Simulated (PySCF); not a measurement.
The calculation's input:

```
{"job": {"kind": "nmr", "xc": "PBE0", "basis": "pcSseg-1", "pop": false}, "charge": -1, "multiplicity": 1}
O     -0.998900     2.373500     0.259600
C     -1.327100     1.221700     0.225400
O     -2.613200     0.727400     0.056400
C     -2.529100    -0.659400     0.251000
C     -1.254900    -1.087100     0.363600
C     -0.506200     0.094200     0.486400
O      0.939000     0.130300     0.912300
C      1.808100     0.140500    -0.032900
F      2.919600     0.882200     0.269700
F      2.484600    -1.084700    -0.358200
F      1.464800     0.445900    -1.310600
H     -3.494500    -1.175100    -0.013900
H     -0.908700    -2.121200     0.508300
```

Run with:

```sh
OMP_NUM_THREADS=1 python probes_run.py task.json out
```

Geometry: GFN2-xTB, MD frame at 250 fs, 300 K.

Theory: PBE0/pcSseg-1, SCF density, gas phase, non-relativistic (PySCF).

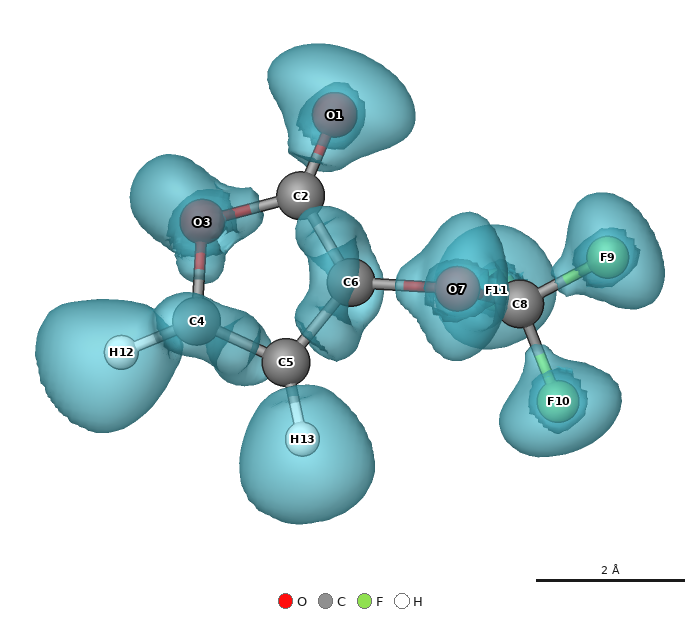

C$_{5}$H$_{2}$F$_{3}$O$_{3}$ (SMILES [O-]c1occc1OC(F)(F)F) (charge −1). Isosurface of the ELF at 0.75 (cyan), seen across its widest extent. Core shells and regions of very low density are left out.

Identify the bonds, lone pairs and shells in this picture.

The surface consists of two regions around hydrogen nuclei, one region on C in which the atom's valence shell and bonds are merged, three regions on F in which the atom's valence shell and bonds are merged and three regions on O in which the atom's valence shell and bonds are merged. Along the contacts the grid gives the following. C–O (1.20 Å): the ELF peaks at about 0.85 between the atoms: a multiple bond. C–C (1.35 Å): the ELF peaks at about 0.90 between the atoms; localised, covalent bonding.
